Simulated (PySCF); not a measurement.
**Mo⁺: excitation energies in aug-cc-pVTZ-PP with ECP28**

Each state of molybdenum is computed at each level; their differences give the excitation energy. How far do the methods differ?

Program: PySCF 2.14.0. Level of theory: unrestricted determinants in a Gaussian basis, no spin-orbit coupling in the energies. These are calculated values, not measurements, unless marked.

**1. The system**

| Property | Result |
| --- | --- |
| Element | molybdenum (Z = 42) |
| Basis | aug-cc-pVTZ-PP with ECP28MDF (6s6p5d3f2g, 88 functions) |
| Hamiltonian | a scalar-relativistic core potential |
| State 1 | Mo⁺: [Kr] 4d4 5s1, high-spin 6D determinant (an excited configuration) |
| State 2 | Mo⁺: [Kr] 4d4 5p1, one real determinant (an excited configuration) |
| Needed too, but not shown | Mo⁺ [Kr] 4d5 (6S) |
| Methods | CCSD(T) |
| Core shells frozen in the correlated runs | valence: 4s2 4p6 (for Mo⁺) |

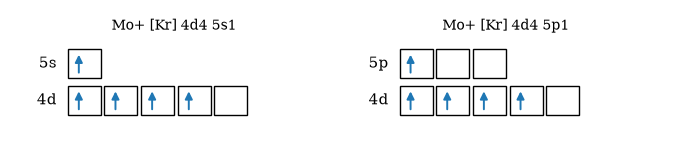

Outer shells as boxes.

One driver process ran all states and methods and kept the integrals in memory. Each run is shown as a PySCF script that sums up its settings (the driver passes frozen orbitals as a list and adds second-order terms of double hybrids); the logs are those of the runs themselves. The driver starts from symmetry-adapted Hartree-Fock orbitals, holds the occupation by maximum overlap and uses a logarithmic radial grid for functionals, so a plain start would take other cycles.

The integrals over 88 functions and the set-up took 1.3 s of CPU time.

**2. Mo⁺ [Kr] 4d4 5s1: CCSD(T) (valence)**

Level: CCSD(T) (valence).

input.py reads:

```python
from pyscf import gto, scf, dft, mp, cc
import basis_set_exchange as bse
txt = bse.get_basis("aug-cc-pVTZ-PP", elements=["Mo"], fmt="nwchem", header=False)
cut = txt.index("\nECP")
mol = gto.M(atom="Mo 0 0 0", charge=1, spin=5, symmetry="D2h",
            basis=gto.basis.parse(txt[:cut]),
            ecp={"Mo": gto.basis.parse_ecp(txt[cut:])})
mf = scf.UHF(mol)
mf.irrep_nelec = {'Ag': (3, 1), 'B1g': (1, 0), 'B2g': (1, 0), 'B3g': (1, 0), 'B1u': (1, 1), 'B2u': (1, 1), 'B3u': (1, 1)}
mf.kernel()
mycc = cc.CCSD(mf, frozen=4).run()
mycc.ccsd_t()
```

Log:

```text
CC2 = 0
CCSD nocc = (np.int64(5), np.int64(0)), nmo = (84, 84)
frozen orbitals [[0, 1, 2, 3], [0, 1, 2, 3]]
max_cycle = 100
direct = 0
conv_tol = 1e-08
conv_tol_normt = 1e-06
diis_space = 8
diis_start_cycle = 0
Init t2, MP2 energy = -0.0523292201765945
Init E_corr(UCCSD) = -0.0523292201783782
cycle = 1  E_corr(UCCSD) = -0.0583950670147371  dE = -0.00606584684  norm(t1,t2) = 0.0233866
cycle = 2  E_corr(UCCSD) = -0.0593115833453211  dE = -0.000916516331  norm(t1,t2) = 0.00760028
cycle = 3  E_corr(UCCSD) = -0.0596551498510672  dE = -0.000343566506  norm(t1,t2) = 0.00323907
cycle = 4  E_corr(UCCSD) = -0.0596253556752715  dE = 2.97941758e-05  norm(t1,t2) = 0.000491591
cycle = 5  E_corr(UCCSD) = -0.0596299306887506  dE = -4.57501348e-06  norm(t1,t2) = 0.000170423
cycle = 6  E_corr(UCCSD) = -0.0596297816225912  dE = 1.49066159e-07  norm(t1,t2) = 3.42429e-05
cycle = 7  E_corr(UCCSD) = -0.0596298253424532  dE = -4.3719862e-08  norm(t1,t2) = 8.25307e-06
cycle = 8  E_corr(UCCSD) = -0.0596297661063251  dE = 5.92361281e-08  norm(t1,t2) = 2.23017e-06
cycle = 9  E_corr(UCCSD) = -0.0596297808904546  dE = -1.47841295e-08  norm(t1,t2) = 4.86694e-07
cycle = 10  E_corr(UCCSD) = -0.0596297797855235  dE = 1.10493105e-09  norm(t1,t2) = 1.23377e-07
UCCSD converged
E(UCCSD) = -67.12293044116105  E_corr = -0.05962977978552355
UCCSD(T) correction = -0.00110609823611668
```

It used 13 s of CPU time after the integrals (shared host).

CCSD correlation -0.05963 hartree, triples -0.00111; total -67.124037. T1 = 0.006, largest double amplitude 0.022.

**3. Mo⁺ [Kr] 4d4 5p1, at CCSD(T) (valence)**

Level: CCSD(T) (valence).

Changes to input.py since step 2:

```diff
@@ -8,3 +8,3 @@
 mf = scf.UHF(mol)
-mf.irrep_nelec = {'Ag': (3, 1), 'B1g': (1, 0), 'B2g': (1, 0), 'B3g': (1, 0), 'B1u': (1, 1), 'B2u': (1, 1), 'B3u': (1, 1)}
+mf.irrep_nelec = {'Ag': (2, 1), 'B1g': (1, 0), 'B2g': (1, 0), 'B3g': (1, 0), 'B1u': (2, 1), 'B2u': (1, 1), 'B3u': (1, 1)}
 mf.kernel()
```

Log:

```text
CC2 = 0
CCSD nocc = (np.int64(5), np.int64(0)), nmo = (84, 84)
frozen orbitals [[0, 1, 2, 3], [0, 1, 2, 3]]
max_cycle = 100
direct = 0
conv_tol = 1e-08
conv_tol_normt = 1e-06
diis_space = 8
diis_start_cycle = 0
Init t2, MP2 energy = -0.0465575306641315
Init E_corr(UCCSD) = -0.0465575306642216
cycle = 1  E_corr(UCCSD) = -0.0525091671101868  dE = -0.00595163645  norm(t1,t2) = 0.0286538
cycle = 2  E_corr(UCCSD) = -0.0535789989645068  dE = -0.00106983185  norm(t1,t2) = 0.0140894
cycle = 3  E_corr(UCCSD) = -0.0542860095020434  dE = -0.000707010538  norm(t1,t2) = 0.00924146
cycle = 4  E_corr(UCCSD) = -0.0542687242880737  dE = 1.7285214e-05  norm(t1,t2) = 0.00498875
cycle = 5  E_corr(UCCSD) = -0.0544180620258855  dE = -0.000149337738  norm(t1,t2) = 0.00334821
cycle = 6  E_corr(UCCSD) = -0.0544397672800518  dE = -2.17052542e-05  norm(t1,t2) = 0.00249707
cycle = 7  E_corr(UCCSD) = -0.0545261358842756  dE = -8.63686042e-05  norm(t1,t2) = 0.00176539
cycle = 8  E_corr(UCCSD) = -0.0545260121005734  dE = 1.23783702e-07  norm(t1,t2) = 0.000667457
cycle = 9  E_corr(UCCSD) = -0.0545411059532806  dE = -1.50938527e-05  norm(t1,t2) = 0.000242686
cycle = 10  E_corr(UCCSD) = -0.0545386132770249  dE = 2.49267626e-06  norm(t1,t2) = 6.967e-05
cycle = 11  E_corr(UCCSD) = -0.0545386854397271  dE = -7.21627021e-08  norm(t1,t2) = 2.88772e-05
cycle = 12  E_corr(UCCSD) = -0.0545387703927228  dE = -8.49529958e-08  norm(t1,t2) = 1.36742e-05
cycle = 13  E_corr(UCCSD) = -0.0545388243647349  dE = -5.39720121e-08  norm(t1,t2) = 4.6045e-06
cycle = 14  E_corr(UCCSD) = -0.0545388019033156  dE = 2.24614193e-08  norm(t1,t2) = 1.50172e-06
cycle = 15  E_corr(UCCSD) = -0.0545388092785347  dE = -7.375219e-09  norm(t1,t2) = 4.58451e-07
UCCSD converged
E(UCCSD) = -66.96702229058727  E_corr = -0.05453880927853465
UCCSD(T) correction = -0.00111658334412511
```

It used 16 s of CPU time after the integrals (shared host).

CCSD correlation -0.05454 hartree, triples -0.00112; total -66.968139. T1 = 0.010, largest double amplitude 0.051.

The real determinant used has ⟨L²⟩ near 8 against 12 for a pure F term, so it mixes terms.

**4. The energy differences**

Excitation energy: Mo⁺ [Kr] 4d5 (6S) → Mo⁺ [Kr] 4d4 5s1 (6D).

| method | value (eV) | error (eV) |
| --- | --- | --- |
| UHF | 1.423 | -0.164 |
| MP2 (valence) | 1.613 | +0.026 |
| SCS-MP2 (valence) | 1.487 | -0.101 |
| CCSD (valence) | 1.603 | +0.016 |
| CCSD(T) (valence) | 1.605 | +0.018 |

Reference: 1.587 eV (measured; NIST levels, between the centres of gravity of the two terms). Errors of the correlated levels include the incompleteness of this basis.

Excitation energy: Mo⁺ [Kr] 4d5 (6S) → Mo⁺ [Kr] 4d4 5p1 (high-spin determinant).

| method | value (eV) | less CCSD(T) (valence) (eV) |
| --- | --- | --- |
| UHF | 5.527 | -0.320 |
| MP2 (valence) | 5.874 | +0.026 |
| SCS-MP2 (valence) | 5.643 | -0.205 |
| CCSD (valence) | 5.845 | -0.003 |
| CCSD(T) (valence) | 5.848 | +0.000 |

The differences also use runs on Mo⁺ [Kr] 4d5 (6S), which are not shown here. The runs at UHF, MP2 (valence) are not shown; their differences are listed all the same.

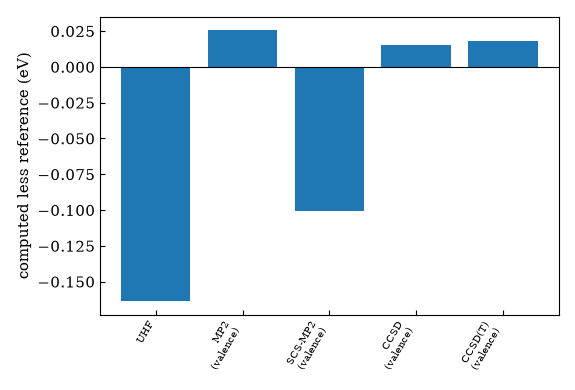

Computed less reference values by method.

**5. Outcome**

```
                             quantity                                                   value
excitation energy, Mo⁺ → [Kr] 4d4 5s1  UHF 1.423, CCSD(T) (valence) 1.605 eV; reference 1.587
excitation energy, Mo⁺ → [Kr] 4d4 5p1                   UHF 5.527, CCSD(T) (valence) 5.848 eV
```

Accuracy by level (over 1 difference):

```csv
method,mean absolute miss against the measured value (with the measured fine structure taken into account where it is known) (eV)
UHF,0.164
MP2 (valence),0.026
SCS-MP2 (valence),0.101
CCSD (valence),0.016
CCSD(T) (valence),0.018
```

In words: CCSD (valence) lands nearest to the measured value (off by 0.02 eV), level with CCSD(T) (valence); UHF misses by most (0.16 eV). The basis is finite, and no extrapolation was made.
